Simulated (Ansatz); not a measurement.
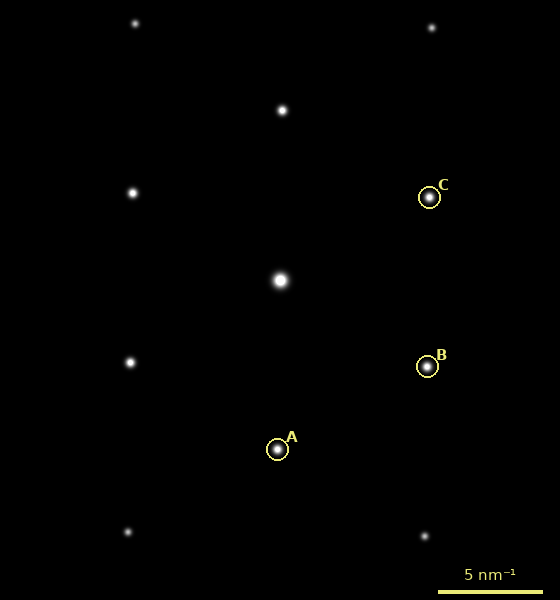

Kinematic zone-axis pattern, calculated for 120 keV electrons with B = 0.3 Å². The zone axis points towards the electron source and the pattern is seen from the source side.

PtAu2, space group Fddd (No. 70), a = 4.90 Å, b = 8.39 Å, c = 9.85 Å. Structure: the end point of a relaxation with Ansatz 0.2.0, DFT, PAW plane waves, r2scan, spin-orbit; the starting structure was generated, so it need not be a known form of this composition.

Spot A is indexed -4 0 0 and spot B -2 -6 0.

Question: Give hkl for C.

Answer: C = −A + B = 2 -6 0 (d = 1.214 Å).

Question: Find the zone axis.

Answer: The cross product of A and B is parallel to [001]; every spot obeys hu + kv + lw = 0.

Question: What are the spacings of A and B and the angle between them?

Answer: d(A) = 1.224 Å, d(B) = 1.214 Å, and the angle is 60.3°.
